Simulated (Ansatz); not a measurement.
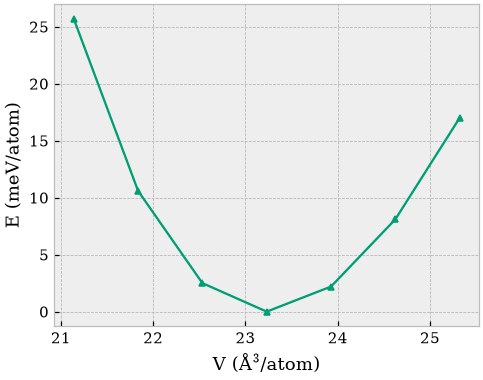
*RbAg3S2 in space group C2/m (No. 12; Pearson symbol mS24) under volume change, DFT-r²SCAN in the program Ansatz with PAW potentials, shape and atoms relaxed at each volume.*

Problem. What does a third-order Birch–Murnaghan fit give for V₀, B₀ and B′?

Solution. V₀ = 23.23 Å³/atom, B₀ = 35.4 GPa, B′ = 5.9.

The first step of the workflow began from a Materials Project structure, measured or hypothetical; the Crystallography Open Database copy checked does not list it. Its standing as an ambient phase is unchecked. The r²SCAN relaxation kept the symmetry of its start; whether a distortion lowers the energy is not shown. No spin polarisation was allowed.

Potentials: the later of the program's two PAW sets.
